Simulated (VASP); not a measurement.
Band structure of Be$_{4}$Se$_{3}$Te (ordered alloy cell). These are PBEsol GGA, VASP's PBE PAW potentials (set 64) (plane waves; VASP) values and carry that method's errors.

Unless said otherwise, spin-orbit coupling is left out, though it shifts the bands of the heavy elements here.

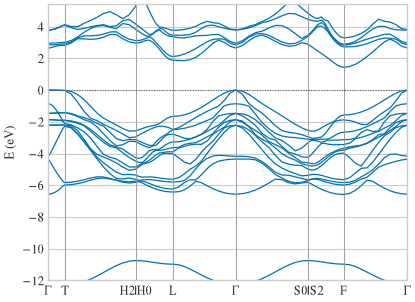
Figure. Bands along high-symmetry lines, zero at the valence-band maximum or, without a gap, the Fermi level

**Question.** Read the plot: is there a gap, and where are the band edges?

**Answer.** The gap is indirect, 1.43 eV, from the valence maximum at Γ to the conduction minimum at F. (Edges off the drawn lines would not show.)

The structure was generated: Be4Se3Te was put into an ordered model structure (R3m), which need not be its known phase. It was relaxed first.
